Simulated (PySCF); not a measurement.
# N2H4 (hydrazine): PBE/STO-3G

What is the vertical ionisation energy of N2H4 (hydrazine) at PBE/STO-3G? 

The calculation is run with PySCF 2.14.0.

5 further runs of the same task are left out: 5 set aside as unsound or not needed.

## Step 1: Starting point

The species is N2H4 (6 atoms), meant as a singlet with charge 0. SMILES: `NN`. Geometry: relaxed at PBE0-D4/def2-TZVP. This is one conformer, not always the lowest.

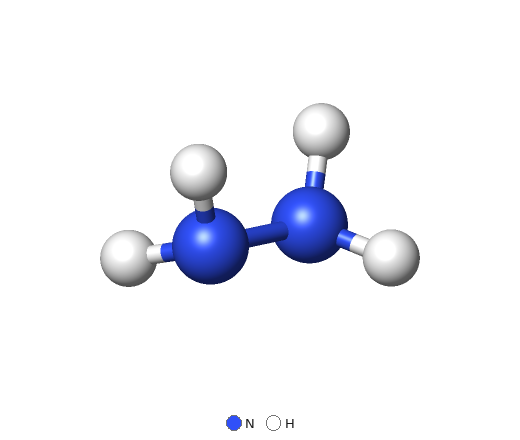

The structure, seen from a chosen angle (nitrogen blue, hydrogen white).

## Step 2: A single-point energy at PBE/STO-3G

The input, input.py:

```python
from pyscf import gto, dft

system = gto.M(
    atom='''
N       -0.135100      -0.701700       0.195900
N        0.447300       0.583800       0.089900
H       -1.076200      -0.737600      -0.180500
H        0.438700      -1.352200      -0.322700
H        0.103900       1.104700      -0.709700
H        0.221500       1.102900       0.927100
''',
    basis='sto-3g',
    verbose=3,
    max_memory=1860,
)

mf = dft.RKS(system)
mf.xc = 'pbe'
mf.grids.level = 5
mf.conv_tol = 1e-10
mf.kernel()
if not mf.converged:
    mf = mf.newton().run(mf.mo_coeff, mf.mo_occ)

e_final = mf.e_tot
print('E = %.10f Eh' % e_final)
```

Command:

```bash
$ OMP_NUM_THREADS=1 python input.py
```

The program printed:

```text
converged SCF energy = -110.227186829537
E = -110.2271868295 Eh
```

Wall time 2 s (1 thread of Arm Neoverse V1, shared host); peak memory 0.17 GiB.

## Step 3: The doublet cation

The input, run.py:

```python
from pyscf import gto, dft

system = gto.M(
    atom=[
    ('N', (-0.135100, -0.701700, 0.195900)),
    ('N', (0.447300, 0.583800, 0.089900)),
    ('H', (-1.076200, -0.737600, -0.180500)),
    ('H', (0.438700, -1.352200, -0.322700)),
    ('H', (0.103900, 1.104700, -0.709700)),
    ('H', (0.221500, 1.102900, 0.927100)),
],
    charge=1,
    spin=1,
    max_memory=1860,
    verbose=4,
    basis='sto-3g',
)

myscf = dft.UKS(system)
myscf.xc = 'pbe'
myscf.conv_tol = 1e-10
myscf.grids.level = 5
myscf.kernel()
if not myscf.converged:
    myscf = myscf.newton().run(myscf.mo_coeff, myscf.mo_occ)

energy = myscf.e_tot
print('Final energy', energy)
```

Command:

```bash
$ OMP_NUM_THREADS=1 python run.py
```

The program printed:

```text
PySCF version 2.14.0

[INPUT] num. atoms = 6
[INPUT] num. electrons = 17
[INPUT] charge = 1
[INPUT] spin (= nelec alpha-beta = 2S) = 1
[INPUT] symmetry False subgroup None
[INPUT] Mole.unit = angstrom
[INPUT] Symbol           X                Y                Z      unit          X                Y                Z       unit  Magmom
[INPUT]  1 N     -0.135100000000  -0.701700000000   0.195900000000 AA   -0.255301999429  -1.326020821607   0.370197347802 Bohr   0.0
[INPUT]  2 N      0.447300000000   0.583800000000   0.089900000000 AA    0.845274495518   1.103222111521   0.169886378598 Bohr   0.0
[INPUT]  3 H     -1.076200000000  -0.737600000000  -0.180500000000 AA   -2.033723255257  -1.393861989479  -0.341095565484 Bohr   0.0
[INPUT]  4 H      0.438700000000  -1.352200000000  -0.322700000000 AA    0.829022850847  -2.555287665637  -0.609814620397 Bohr   0.0
[INPUT]  5 H      0.103900000000   1.104700000000  -0.709700000000 AA    0.196342544342   2.087580449807  -1.341138630604 Bohr   0.0
[INPUT]  6 H      0.221500000000   1.102900000000   0.927100000000 AA    0.418574336591   2.084178942783   1.751965090084 Bohr   0.0

nuclear repulsion = 41.8337110360392
number of shells = 10
number of NR pGTOs = 42
number of NR cGTOs = 14
basis = sto-3g
ecp = {}

******** <class 'pyscf.dft.uks.UKS'> ********
method = UKS
initial guess = minao
damping factor = 0
level_shift factor = 0
DIIS = <class 'pyscf.scf.diis.CDIIS'>
diis_start_cycle = 1
diis_space = 8
diis_damp = 0
SCF conv_tol = 1e-10
SCF conv_tol_grad = None
SCF max_cycles = 50
direct_scf = True
direct_scf_tol = 1e-13
number electrons alpha = 9  beta = 8
XC library pyscf.dft.libxc version 7.0.0
    S. Lehtola, C. Steigemann, M. J.T. Oliveira, and M. A.L. Marques.,  SoftwareX 7, 1–5 (2018)
XC functionals = pbe
    J. P. Perdew, K. Burke, and M. Ernzerhof.,  Phys. Rev. Lett. 77, 3865 (1996)
    J. P. Perdew, K. Burke, and M. Ernzerhof.,  Phys. Rev. Lett. 78, 1396 (1997)
    J. P. Perdew, K. Burke, and M. Ernzerhof.,  Phys. Rev. Lett. 77, 3865 (1996)
    J. P. Perdew, K. Burke, and M. Ernzerhof.,  Phys. Rev. Lett. 78, 1396 (1997)
radial grids:
    Treutler-Ahlrichs [JCP 102, 346 (1995); DOI:10.1063/1.469408] (M4) radial grids

becke partition: Becke, JCP 88, 2547 (1988); DOI:10.1063/1.454033
pruning grids: <function nwchem_prune>
grids dens level: 5
symmetrized grids: False
atomic radii adjust function: <function treutler_atomic_radii_adjust>
small_rho_cutoff = 0
Set gradient conv threshold to 1e-05
tot grids = 178392
init E= -110.418450713684
[... the frontier-level lines of each cycle are left out ...]


cycle= 1 E= -109.943641884698  delta_E= 0.475  |g|= 0.0837  |ddm|= 2.05
cycle= 2 E= -109.951418983109  delta_E= -0.00778  |g|= 0.026  |ddm|= 0.244
cycle= 3 E= -109.901436110527  delta_E= 0.05  |g|= 0.225  |ddm|= 0.789
cycle= 4 E= -109.95192428108  delta_E= -0.0505  |g|= 0.0153  |ddm|= 0.793
cycle= 5 E= -109.951924474015  delta_E= -1.93e-07  |g|= 0.0155  |ddm|= 0.00448
cycle= 6 E= -109.951807085619  delta_E= 0.000117  |g|= 0.0194  |ddm|= 0.0111
cycle= 7 E= -109.951898364291  delta_E= -9.13e-05  |g|= 0.0163  |ddm|= 0.00786
cycle= 8 E= -109.952091731514  delta_E= -0.000193  |g|= 0.00611  |ddm|= 0.0616
cycle= 9 E= -109.95211021526  delta_E= -1.85e-05  |g|= 0.00405  |ddm|= 0.0286
cycle= 10 E= -109.952123739166  delta_E= -1.35e-05  |g|= 0.000985  |ddm|= 0.0141
cycle= 11 E= -109.952124574916  delta_E= -8.36e-07  |g|= 0.000121  |ddm|= 0.00243
cycle= 12 E= -109.952124587538  delta_E= -1.26e-08  |g|= 9.45e-06  |ddm|= 0.000364
cycle= 13 E= -109.952124587617  delta_E= -7.87e-11  |g|= 7.01e-08  |ddm|= 2.66e-05
Extra cycle  E= -109.952124587614  delta_E= 2.61e-12  |g|= 1.75e-06  |ddm|= 5e-06
converged SCF energy = -109.952124587614  <S^2> = 0.75098149  2S+1 = 2.0009812
Final energy -109.95212458761421
```

Run time: 4.5 s. Hardware: 1 thread of Arm Neoverse V1, shared host; peak memory 0.18 GiB.

## Step 4: Outcome

Level: PBE/STO-3G.

```
                                          quantity          value
                        singlet N2H4: total energy  -110.22719 Eh
                       singlet N2H4: dipole moment         2.09 D
                         singlet N2H4: HOMO energy       -2.12 eV
                         singlet N2H4: LUMO energy        8.18 eV
                       singlet N2H4: HOMO–LUMO gap       10.30 eV
                      doublet cation: total energy  -109.95212 Eh
doublet cation: HOMO energy (highest over α and β)      -12.93 eV
 doublet cation: LUMO energy (lowest over α and β)      -12.78 eV
                              doublet cation: ⟨S²⟩          0.751
vertical ionisation energy (to the doublet cation)       7.485 eV
```

In words: Removing an electron at fixed nuclei costs 7.48 eV (173 kcal/mol). −ε(HOMO) before ionisation, 2.12 eV, is 5.36 eV below this ionisation energy. In a minimal basis such a difference can be off by several eV, whatever the method. Mulliken charges (doublet cation) run from -0.15 on N1 to +0.34 on H4; they depend strongly on the basis.
